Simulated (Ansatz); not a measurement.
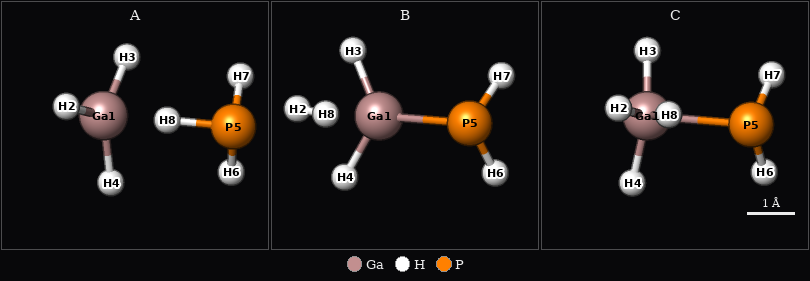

3 geometries from a converged minimum-energy path of GaPH$_{6}$, made up at the start of GaH3 and PH3, shuffled. The picture is a ball-and-stick view, seen at a tilt.

Level of theory: Ansatz, RKS B3LYP-D4/def2-SVP. Set-up: 9 movable images; climbing image; force threshold 0.05 eV/Å; iteration limit 60; starting path through a guess of the saddle point.

### Which frame is the top of the path?

C. In order along the path, whose images run from 0 to 10: A (image 1, +0.02 eV), C (image 4, +1.09 eV), B (image 10, −0.17 eV). Breaking: Ga1–H2 (1.58 → 1.73 at the top → 2.56 Å), P5–H8 (1.43 → 1.81 at the top → 3.28 Å). Forming: Ga1–P5 (3.45 → 2.70 at the top → 2.34 Å), H2–H8 (2.61 → 1.10 at the top → 0.76 Å).

Limits of the set-up: the start holds two separate molecules, 2.6 Å apart at their closest, whose relative position is a soft coordinate.

The run took 3.5 min on 1 thread of Arm Neoverse V1 (shared host), peak memory 0.16 GiB.
